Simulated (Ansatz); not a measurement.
**CH6O2SiZn: up Jacob's ladder to CCSD(T)**

Aim: compute CH6O2SiZn with functionals from several rungs and with coupled cluster, and see how far each lands from CCSD(T) at the basis-set limit for the atomisation energy.

Method: functionals in def2-TZVPP, the program's frozen cores in correlated methods; program: Ansatz 0.2.0, Gaussian basis.

Levels to be run: LDA (SPW92), PBE-D4, revPBE-D4, BLYP-D4, r2SCAN-D4, B97M-V, PBE0-D4, B3LYP-D4, r2SCANh-D4, r2SCAN0-D4, HSE06-D4, BHLYP-D4, CAM-B3LYP-D4, LC-ωPBE, ωB97X-V, ωB97M-V, B2PLYP, PBE-QIDH; CCSD(T)/def2-SVP; CCSD(T)/def2-TZVPP; MP2/def2-QZVPP; extrapolation to the limit; RPA on PBE.

## (1) Structure used throughout

An earlier PBE0-D4 in a triple-zeta def2 set relaxation fixed the geometry.

SMILES `C[O][Zn][O][SiH3]`, 11 atoms, charge 0, spin multiplicity 1.

Atoms are counted from 1 here; the program's logs count them from 0.

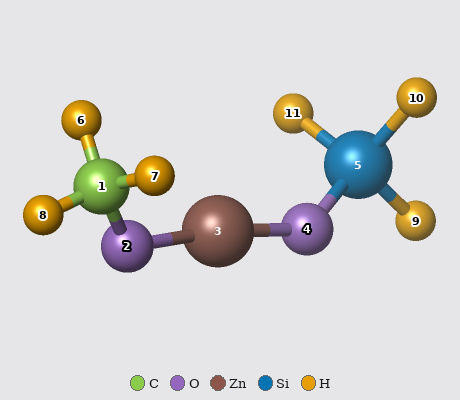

The structure; carbon green, oxygen purple, zinc brown, silicon blue, hydrogen amber; atoms are numbered from 1 in the order of the file.

Geometry (Å):

```xyz
11
CH6O2SiZn
C    -0.5640    2.4326   -1.4453
O    -1.3156    1.5361   -0.6722
Zn   -0.6702    0.2019    0.2755
O    -0.2024   -1.1354    1.3111
Si    0.7368   -2.4580    1.3677
H    -0.0128    1.9367   -2.2550
H     0.1573    3.0073   -0.8496
H    -1.2524    3.1480   -1.9070
H     0.3097   -3.3167    2.5041
H     2.1706   -2.0963    1.5608
H     0.6431   -3.2562    0.1100
```

## (2) LDA

This LDA is Slater exchange with PW92 correlation.

Input file in.yaml:

```yaml
crystal:
  periodic: [false, false, false]
  atoms:
    - {symbol: C, position_ang: [-0.563988, 2.432564, -1.445328]}
    - {symbol: O, position_ang: [-1.315641, 1.536128, -0.672177]}
    - {symbol: Zn, position_ang: [-0.670239, 0.201921, 0.275455]}
    - {symbol: O, position_ang: [-0.202449, -1.135447, 1.311071]}
    - {symbol: Si, position_ang: [0.736776, -2.458002, 1.367712]}
    - {symbol: H, position_ang: [-0.012793, 1.936732, -2.255018]}
    - {symbol: H, position_ang: [0.157321, 3.007268, -0.849588]}
    - {symbol: H, position_ang: [-1.252435, 3.147965, -1.906980]}
    - {symbol: H, position_ang: [0.309733, -3.316665, 2.504119]}
    - {symbol: H, position_ang: [2.170623, -2.096284, 1.560769]}
    - {symbol: H, position_ang: [0.643101, -3.256180, 0.109965]}
basis:
  gaussian: {orbitals: def2-TZVPP}
hamiltonian: {xc: lda}
output: {orbitals: {seedname: orbitals}}
```

On the command line:

```console
$ ansatz run in.yaml --threads 2 --pin off --events-out ev --progress --plain --max-ram 22528MiB --backend cuda --devices 0, --max-vram 18GiB
```

After this run come: PBE-D4 (GGA); revPBE-D4 (GGA); BLYP-D4 (GGA); r2SCAN-D4 (meta-GGA); B97M-V (meta-GGA); B3LYP-D4 (hybrid); r2SCANh-D4 (hybrid); r2SCAN0-D4 (hybrid); HSE06-D4 (hybrid); BHLYP-D4 (hybrid); CAM-B3LYP-D4 (range-separated); LC-ωPBE (range-separated); ωB97X-V (range-separated); ωB97M-V (range-separated); B2PLYP (double hybrid); PBE-QIDH (double hybrid); CCSD(T) in def2-SVP; CCSD(T) in def2-TZVPP; MP2 in def2-QZVPP; RPA on PBE orbitals.

**Question.** What will the summary of the whole plan be? Wanted: atomisation energy, CCSD(T)/CBS; farthest beyond LDA; mean size of error, GGA; mean size of error, meta-GGA; mean size of error, hybrid; mean size of error, range-separated; mean size of error, double hybrid; gap, smallest and largest; T1 diagnostic.

**Answer**, as computed:

| quantity | value |
| --- | --- |
| atomisation energy, CCSD(T)/CBS | 3672.5 kJ/mol |
| functionals within 18.4 kJ/mol (0.5 %) | PBE-D4, r2SCAN-D4, CAM-B3LYP-D4, LC-ωPBE, ωB97X-V, ωB97M-V |
| farthest beyond LDA | BHLYP-D4 (-147.0 kJ/mol) |
| mean size of error, GGA | 50.0 kJ/mol |
| mean size of error, meta-GGA | 17.2 kJ/mol |
| mean size of error, hybrid | 70.0 kJ/mol |
| mean size of error, range-separated | 9.1 kJ/mol |
| mean size of error, double hybrid | 57.3 kJ/mol |
| gap, smallest and largest | 3.90 eV (LDA (SPW92)), 11.37 eV (LC-ωPBE) |
| T1 diagnostic | 0.0161 |
| triples share of the correlation energy | 3.3 % |

What this shows: The LDA atomisation energy is off by 501.1 kJ/mol (14 %): it overbinds. PBE-D4 misses by +3.4 kJ/mol. Double hybrids carry the basis error of their MP2 part in triple zeta, and no dispersion term here, so their miss is partly the set-up's. The rungs range-separated, meta-GGA miss on average by less than the doubt on the reference (18.4 kJ/mol), so they tie. Misses under about 18.4 kJ/mol are within the doubt on the reference itself, which lacks core-valence correlation, relativity and higher excitations. Hartree-Fock recovers 71 % of the binding; the rest is correlation. CCSD(T) in def2-SVP is off by -247.9 kJ/mol, worse than the median functional, from the basis alone. Orbital gaps span 3.9 to 11.4 eV; exact exchange widens them. For Zn the d shell is correlated and the shells below it are frozen.
